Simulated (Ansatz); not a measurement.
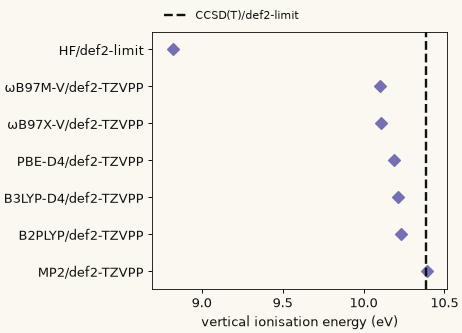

Vertical ionisation energy of GeS, singlet, taken as the energy of the cation less that of the neutral at fixed geometry (unrestricted doublet cation, cores frozen in correlated methods, no spin-orbit coupling), the Ansatz code 0.2.0, at a PBE0-D4/def2-TZVP geometry (a minimum by its frequencies). Limit means an estimate of the basis limit from triple and quadruple zeta; for coupled cluster it is either extrapolated directly or built as the MP2 limit plus the step from MP2 in triple zeta. B2PLYP/def2-TZVPP holds a correlation term that converges slowly with the basis, so part of the distance to the limit is basis error. The distance of MP2/def2-TZVPP to the limit includes basis error.

Which level comes closest to the line (CCSD(T)/def2-limit), and which misses most?

Closest MP2/def2-TZVPP (10.39 eV), against 10.39 eV; farthest HF/def2-limit (8.82 eV).

Give the values.

| level | eV | less CCSD(T)/def2-limit |
| --- | --- | --- |
| HF/def2-limit | 8.82 | −1.57 |
| ωB97M-V/def2-TZVPP | 10.10 | −0.29 |
| ωB97X-V/def2-TZVPP | 10.11 | −0.28 |
| PBE-D4/def2-TZVPP | 10.19 | −0.20 |
| B3LYP-D4/def2-TZVPP | 10.22 | −0.17 |
| B2PLYP/def2-TZVPP | 10.23 | −0.16 |
| MP2/def2-TZVPP | 10.39 | 0.00 |
| CCSD(T)/def2-limit | 10.39 | 0.00 |

Caveats, for all or some of the runs: no scalar relativity up to krypton; outer-core shells are correlated without core-valence functions, which makes the correlated values less sure.
